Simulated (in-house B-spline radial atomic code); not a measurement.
System: the arsenic ion As⁺, configuration [Ar] 3d10 4s2 4p2 (high spin). Theory: non-relativistic AM05, spin-polarised, spherical fractional occupations, point nucleus, basis-set limit (computed with an in-house B-spline radial code).

```
Z = 33
electrons = 32.0
configuration = [Ar] 3d10 4s2 4p2
hamiltonian = nr
method = am05
spin_polarised = True
```

Wanted: the number of electrons inside radius r (solid) and the radial density 4πr²ρ (dashed).

The count levels off at 32 electrons. Half of them lie within 0.493 bohr, 90 % within 1.56 bohr and 99 % within 3.33 bohr. The radial density has minima at 0.068 and 0.32 bohr, where the count stands at 2.1 and 11.0; these part the shells that the density resolves.

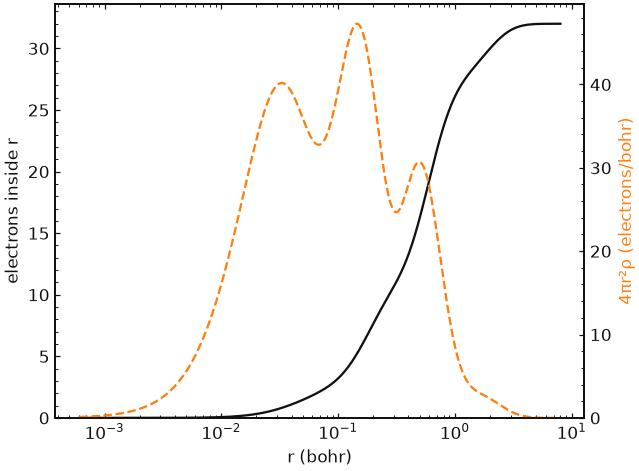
